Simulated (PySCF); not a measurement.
# C16H10B2: core binding energies

What do calculations give for the core binding energies of C16H10B2 (`C1=CB2C=C3C=CB4C=CC=C5C=C(C2=C1)C3=C45`)?

Computed with PySCF 2.14.0 and routines of our own; the level stands in each step. Atoms count from 0.

### 1 The starting structure

28 atoms, charge 0, multiplicity 1; geometry from: GFN2-xTB.

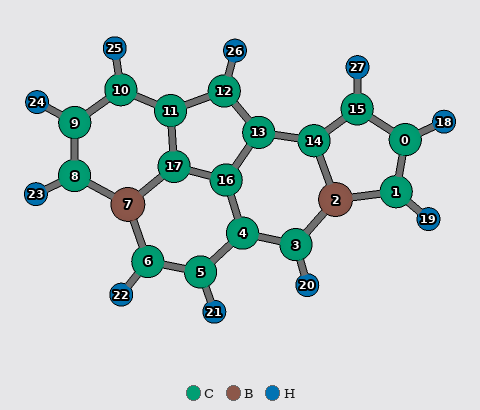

The starting geometry (carbon teal, boron brown, hydrogen blue).

### 2 Core binding energies: delta-SCF UKS SCAN, pcX-2 on the ionised atom, pcseg-1

The job: settings as JSON, then the geometry in Å.

```
{"job": {"kind": "xps", "atoms": [2, 5, 7]}, "charge": 0, "multiplicity": 1}
C     -4.416806    -0.747035    -0.010228
C     -4.179136     0.587342     0.131520
B     -2.650520     0.777691     0.127463
C     -1.644539     1.926562     0.237701
C     -0.302463     1.622602     0.183112
C      0.763132     2.611450     0.275704
C      2.088181     2.333563     0.223628
B      2.579919     0.867280     0.054082
C      3.916840     0.116419    -0.049956
C      3.902621    -1.242565    -0.199663
C      2.736135    -2.076575    -0.272330
C      1.487673    -1.532120    -0.192263
C      0.132302    -2.026518    -0.224643
C     -0.728945    -0.956455    -0.093576
C     -2.119091    -0.735222    -0.046907
C     -3.211730    -1.543200    -0.117124
C      0.100191     0.258382     0.026605
C      1.408093    -0.099570    -0.033483
H     -5.397139    -1.200706    -0.043506
H     -4.986905     1.296248     0.222285
H     -1.923955     2.968117     0.356815
H      0.422502     3.635249     0.393801
H      2.762982     3.178503     0.306736
H      4.893086     0.586688    -0.014522
H      4.846816    -1.773141    -0.273175
H      2.881746    -3.142256    -0.391738
H     -0.145829    -3.059345    -0.334182
H     -3.227700    -2.614976    -0.233627
```

With the program's defaults for keys left out, this is: delta-SCF UKS SCAN, pcX-2 on the ionised atom, pcseg-1 elsewhere, spin-free X2C (atomic blocks).

Command:

```bash
> OMP_NUM_THREADS=1 python large_run.py task.json out
```

This one command runs all jobs of the session in turn.

Standard output:

```text
ground state, core basis on atom 2 (B), 333 functions
  cycle   1  E = -664.98156160  |g| = 7.19e-01
  cycle   2  E = -664.70176135  |g| = 1.16e+00
  cycle   3  E = -664.95584644  |g| = 6.71e-01
  cycle   4  E = -665.10046186  |g| = 2.94e-01
  cycle   5  E = -665.12255193  |g| = 1.84e-01
  cycle   6  E = -665.13450720  |g| = 9.27e-02
  cycle   7  E = -665.13740330  |g| = 1.99e-02
  cycle   8  E = -665.13747083  |g| = 1.36e-02
  cycle   9  E = -665.13752164  |g| = 5.11e-03
  cycle  10  E = -665.13752610  |g| = 3.99e-03
  cycle  11  E = -665.13753197  |g| = 1.30e-03
  cycle  12  E = -665.13753230  |g| = 8.19e-04
  cycle  13  E = -665.13753147  |g| = 2.79e-04
  E(ground) = -665.17433564 Eh
hole in B 1s of atom 2
  cycle   1  E = -657.54436477  |g| = 1.19e+00
  cycle   2  E = -654.60198686  |g| = 2.37e+00
  cycle   3  E = -656.80908588  |g| = 1.15e+00
  cycle   4  E = -657.21000531  |g| = 9.28e-01
  cycle   5  E = -657.89901876  |g| = 3.82e-01
  cycle   6  E = -657.81515066  |g| = 5.03e-01
  cycle   7  E = -658.00183194  |g| = 1.65e-01
  cycle   8  E = -658.02144724  |g| = 8.44e-02
  cycle   9  E = -658.02591324  |g| = 6.30e-02
  cycle  10  E = -658.02887366  |g| = 3.88e-02
  cycle  11  E = -658.03070993  |g| = 3.25e-02
  cycle  12  E = -658.03202742  |g| = 2.06e-02
  cycle  13  E = -658.03245575  |g| = 1.09e-02
  cycle  14  E = -658.03257432  |g| = 8.14e-03
  cycle  15  E = -658.03264788  |g| = 5.68e-03
  cycle  16  E = -658.03266914  |g| = 5.27e-03
  cycle  17  E = -658.03269469  |g| = 2.39e-03
  cycle  18  E = -658.03270015  |g| = 1.41e-03
  E(ion) = -658.06830917 Eh   <S^2> = 1.8162   hole on atom = 1.000   binding energy = 193.365 eV
ground state, core basis on atom 5 (C), 333 functions
  cycle   1  E = -665.14611229  |g| = 5.89e-02
  cycle   2  E = -665.14578012  |g| = 3.99e-02
  cycle   3  E = -665.14549487  |g| = 4.82e-02
  cycle   4  E = -665.14609386  |g| = 2.10e-02
  cycle   5  E = -665.14622123  |g| = 8.11e-03
  cycle   6  E = -665.14624140  |g| = 3.40e-03
  cycle   7  E = -665.14624627  |g| = 7.09e-04
  cycle   8  E = -665.14624769  |g| = 3.31e-04
  E(ground) = -665.18210952 Eh
hole in C 1s of atom 5
  cycle   1  E = -653.88339273  |g| = 1.52e+00
  cycle   2  E = -650.50007898  |g| = 2.65e+00
  cycle   3  E = -653.50071554  |g| = 1.10e+00
  cycle   4  E = -653.71126229  |g| = 9.56e-01
  cycle   5  E = -654.16518361  |g| = 6.28e-01
  cycle   6  E = -654.25526539  |g| = 5.23e-01
  cycle   7  E = -654.42580028  |g| = 2.93e-01
  cycle   8  E = -654.48317370  |g| = 1.42e-01
  cycle   9  E = -654.49608784  |g| = 7.50e-02
  cycle  10  E = -654.50063316  |g| = 3.70e-02
  cycle  11  E = -654.50203536  |g| = 4.30e-02
  cycle  12  E = -654.50208012  |g| = 4.29e-02
  cycle  13  E = -654.50073755  |g| = 4.29e-02
  cycle  14  E = -654.49831590  |g| = 4.04e-02
  cycle  15  E = -654.49906969  |g| = 1.42e-02
  cycle  16  E = -654.49943913  |g| = 1.14e-02
  cycle  17  E = -654.49959024  |g| = 1.08e-02
  cycle  18  E = -654.49946400  |g| = 1.84e-02
  cycle  19  E = -654.49964088  |g| = 1.58e-02
  cycle  20  E = -654.49918473  |g| = 9.15e-03
  cycle  21  E = -654.49912978  |g| = 9.58e-03
  cycle  22  E = -654.49892690  |g| = 8.70e-03
  cycle  23  E = -654.49900131  |g| = 4.25e-03
  cycle  24  E = -654.49901080  |g| = 2.40e-03
  E(ion) = -654.53382800 Eh   <S^2> = 0.7876   hole on atom = 1.000   binding energy = 289.754 eV
ground state, core basis on atom 7 (B), 333 functions
  cycle   1  E = -665.13769538  |g| = 5.45e-02
  cycle   2  E = -665.13511907  |g| = 8.64e-02
  cycle   3  E = -665.13467387  |g| = 8.72e-02
  cycle   4  E = -665.13725898  |g| = 4.41e-02
  cycle   5  E = -665.13795508  |g| = 1.65e-02
  cycle   6  E = -665.13804272  |g| = 5.15e-03
  cycle   7  E = -665.13805086  |g| = 1.18e-03
  cycle   8  E = -665.13805038  |g| = 5.95e-04
  cycle   9  E = -665.13805067  |g| = 3.58e-04
  E(ground) = -665.17400861 Eh
hole in B 1s of atom 7
  cycle   1  E = -657.56662973  |g| = 1.20e+00
  cycle   2  E = -655.12468921  |g| = 2.23e+00
  cycle   3  E = -656.97155056  |g| = 1.10e+00
  cycle   4  E = -657.26431227  |g| = 8.86e-01
  cycle   5  E = -657.78927956  |g| = 5.39e-01
  cycle   6  E = -657.93748333  |g| = 3.66e-01
  cycle   7  E = -657.97875796  |g| = 2.52e-01
  cycle   8  E = -657.98617369  |g| = 2.45e-01
  cycle   9  E = -658.03434140  |g| = 6.21e-02
  cycle  10  E = -658.03770729  |g| = 7.43e-02
  cycle  11  E = -658.03885359  |g| = 7.07e-02
  cycle  12  E = -658.04141871  |g| = 6.39e-02
  cycle  13  E = -658.04609670  |g| = 4.18e-02
  cycle  14  E = -658.04824086  |g| = 2.26e-02
  cycle  15  E = -658.04905727  |g| = 1.28e-02
  cycle  16  E = -658.04920742  |g| = 6.47e-03
  cycle  17  E = -658.04921038  |g| = 6.37e-03
  cycle  18  E = -658.04923514  |g| = 3.83e-03
  cycle  19  E = -658.04924554  |g| = 1.77e-03
  E(ion) = -658.08372283 Eh   <S^2> = 2.0030   hole on atom = 1.000   binding energy = 192.937 eV
```

Run time: 3.4 min. Hardware: 1 thread of Arm Neoverse V2, shared host; peak memory 0.69 GiB.

Binding energies by hole, beside the orbital energy of the ground state; the difference holds orbital relaxation and, for a density functional, its self-interaction error:

```
     hole  stands for                                environment          ΔSCF (eV)  −ε (eV)   ⟨S²⟩
B1s on B2          B2  boron bonded to 3 C, in a 5-membered ring  193.36 (doubtful)    179.7  1.816
C1s on C5          C5                                  alkene CH             289.75    274.1  0.788
B1s on B7          B7  boron bonded to 3 C, in a 6-membered ring  192.94 (doubtful)    179.1  2.003
```

Doubtful: the ion did not converge, its hole moved, or its ⟨S²⟩ is well above 0.75.

### 3 Results

```
                                                     quantity         value
C1s binding energies, SCAN/pcX-2 (standing for 1 of 16 atoms)  C5 289.75 eV
```

**Reading.** The values above hold for this geometry and these levels alone.
